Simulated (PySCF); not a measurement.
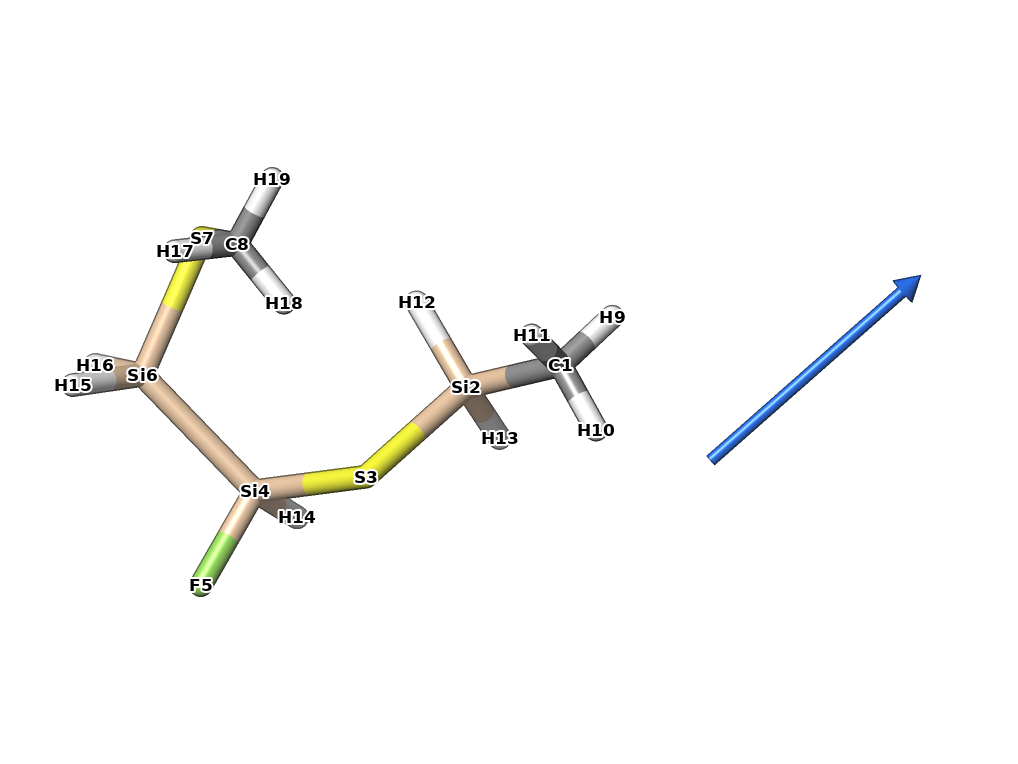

The arrow beside the molecule shows the direction of the dipole moment, from the negative to the positive end (its length means nothing). Computed geometry: GFN2-xTB optimisation. No frequency run is at hand to confirm it as a minimum. Method: PBE0/pcSseg-1, gas phase (PySCF 2.14.0).

**Estimate the dipole moment.**

2.28 D; it points from the side of F5 to the side of H9 (the outermost atoms at the two ends).

The geometry is semi-empirical. Around Si such bond lengths and angles can be off by a tenth of an ångström or more and by several degrees, and values that hang on the shape move with them.
